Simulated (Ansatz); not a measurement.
# Cl$_{3}$GeHO (SMILES [OH][Ge]([Cl])([Cl])[Cl]): what the fields show

```json
{"atom": "O", "x (Å)": "-0.9553", "y (Å)": "0.5263", "z (Å)": "0.9489"}
{"atom": "Ge", "x (Å)": "0.2194", "y (Å)": "0.0420", "z (Å)": "-0.2490"}
{"atom": "Cl", "x (Å)": "1.8827", "y (Å)": "-0.9138", "z (Å)": "0.6634"}
{"atom": "Cl", "x (Å)": "-0.6349", "y (Å)": "-1.3130", "z (Å)": "-1.6442"}
{"atom": "Cl", "x (Å)": "0.8298", "y (Å)": "1.8100", "z (Å)": "-1.2211"}
{"atom": "H", "x (Å)": "-1.2997", "y (Å)": "-0.2155", "z (Å)": "1.4559"}
```

Geometry: PBE0-D4/def2-TZVP.

All numbers below come from RKS PBE0-D4/def2-TZVPP (Ansatz 0.2.0).

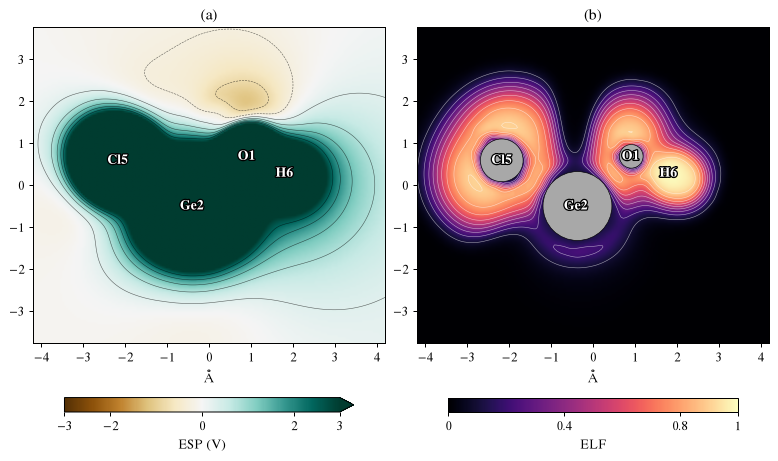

Figure 1. (a) electrostatic potential; (b) electron localisation function on the plane of atoms Ge2, O1 and H6. Grey discs cover the atomic cores in the ELF map.

### Read the bonding off the picture.

- The plane passes through O, Ge, Cl and H nuclei.
- Ge–O (1.75 Å): the ELF peaks at about 0.85 in the valence shell of O, 0.6 Å from its nucleus, and is about 0.35 at the midpoint.
- Ge–Cl (2.11 Å): the ELF peaks at about 0.80 in the valence shell of Cl, 0.9 Å from its nucleus, and is about 0.70 at the midpoint.
- O–H (0.96 Å): the ELF climbs to about 1 towards the hydrogen, as it does in any bond to H; an ordinary covalent bond to hydrogen.
- The ELF also peaks beside Cl5 and O1, away from the bonds: lone-pair regions.
- Outside the dense part of the molecule the potential is most negative (−1.1 V) near O1.

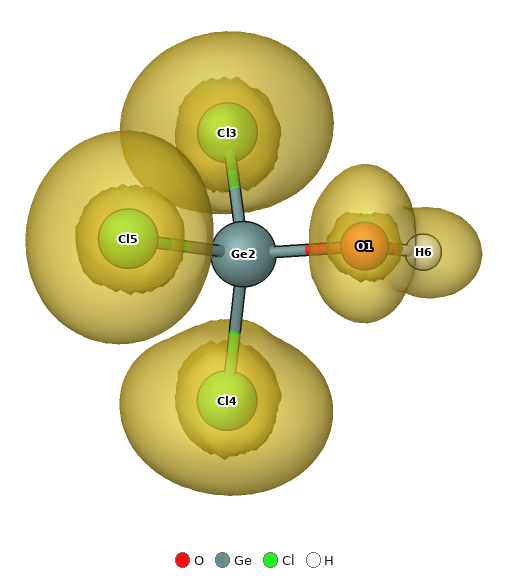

Figure 2. Isosurface of the ELF at 0.75 (yellow), seen from one side. Only the valence region is drawn (cores and ρ < 0.01 e/Å³ removed).

### Describe the localisation domains.

The surface consists of three regions on Cl in which the atom's valence shell and bonds are merged and one joined region spread over several atoms (H, O), in which their bonds and any lone pairs are merged.

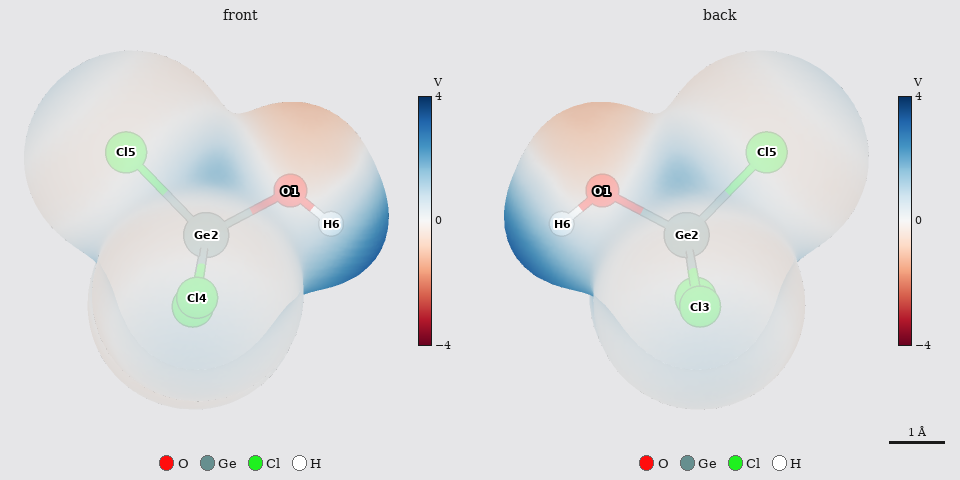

Figure 3. The molecular electrostatic potential painted on the density surface at 0.002 e/bohr³, seen from the front and from behind; the colour scale runs from red (negative) to blue (positive).

### Describe the electrostatic potential map.

The most negative region (about −1.0 V) lies over O1, the most positive (about +3.0 V) over H6. Cl3 shows a σ-hole: about +0.5 V at the tip opposite its bond, against about −0.1 V on its flanks. Cl4 shows a σ-hole: about +0.5 V at the tip opposite its bond, against about −0.1 V on its flanks. Cl5 shows a σ-hole: about +0.5 V at the tip opposite its bond, against about −0.1 V on its flanks.
